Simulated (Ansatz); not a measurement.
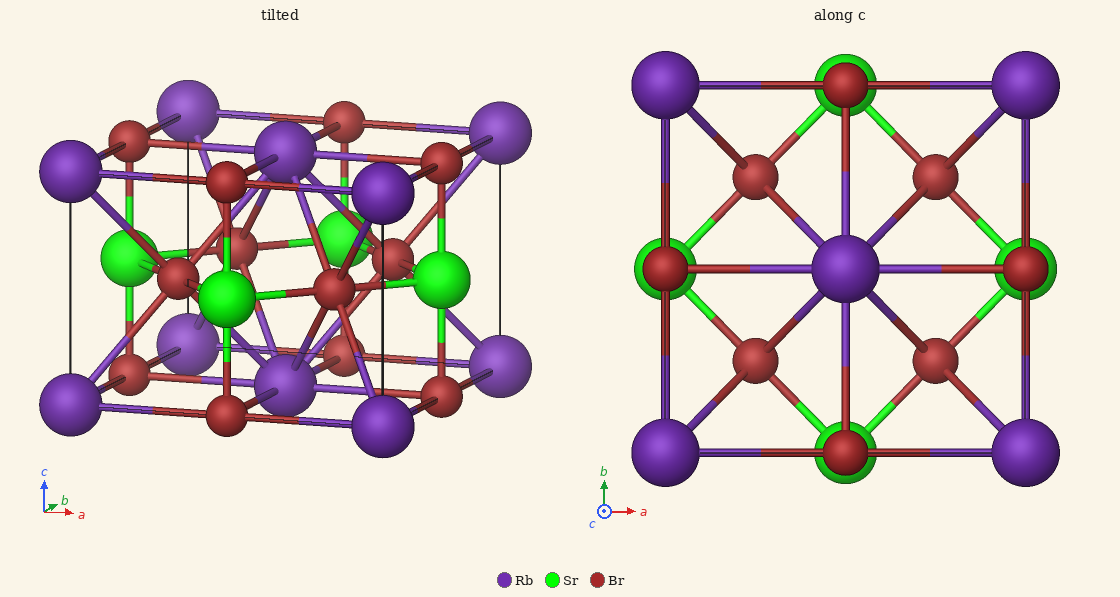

The figure gives a ball-and-stick picture of the atoms, viewed slightly off an axis and along the c axis. The parallelepiped is the conventional unit cell.

RbSrBr3, space group Cmmm (No. 65), a = 8.325 Å, b = 8.493 Å, c = 5.946 Å, α = 90.00°, β = 90.00°, γ = 90.00°. Origin of the cell: a structure type filled with these elements by a generator (whether the compound takes this form wasn't checked). The cell was then strained or its atoms displaced on purpose. An electronic-structure calculation with Ansatz was run on it.

This one geometry was computed with Ansatz (DFT, plane waves, PAW) at three levels of theory: PBE, HSE06 and r2SCAN. It was relaxed with r2SCAN and then strained.

**How does the band gap change with the level of theory?**

PBE: a gap of 3.91 eV, indirect; r2SCAN: a gap of 4.59 eV, indirect; HSE06: a gap of 5.04 eV, indirect.

**Collect the results in a table.**

| level | cutoff (eV) | k-mesh of the run's cell | gap (eV) | pressure (GPa) |
| --- | --- | --- | --- | --- |
| PBE | 420 | 4×4×4 | 3.91 | 0.5 |
| HSE06 | 420 | 4×4×4 | 5.04 | 0.2 |
| r2SCAN | 500 | 4×4×4 | 4.59 | 0.0 |

Gaps are taken on the k-mesh or band path of each run.
